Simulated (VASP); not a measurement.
Band structure of SnTe (rock salt). Method: LDA (Ceperley-Alder, Perdew-Zunger) with spin-orbit coupling, VASP's LDA PAW potentials (set 64) (plane waves; VASP).

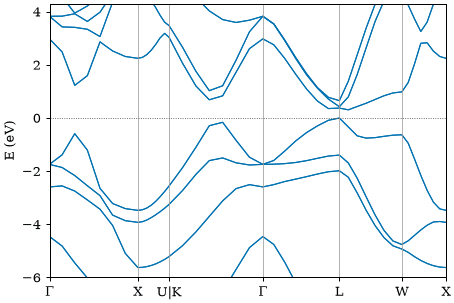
Bands along high-symmetry lines, zero at the valence-band maximum or, without a gap, the Fermi level

### Question
Read the plot: is there a gap, and where are the band edges?

### Answer
The gap is indirect, 0.31 eV, from the valence maximum at L to the conduction minimum at L-W at 0.14.

The compound is SnTe in the rock salt structure, which distorts at low temperature. It was relaxed first.
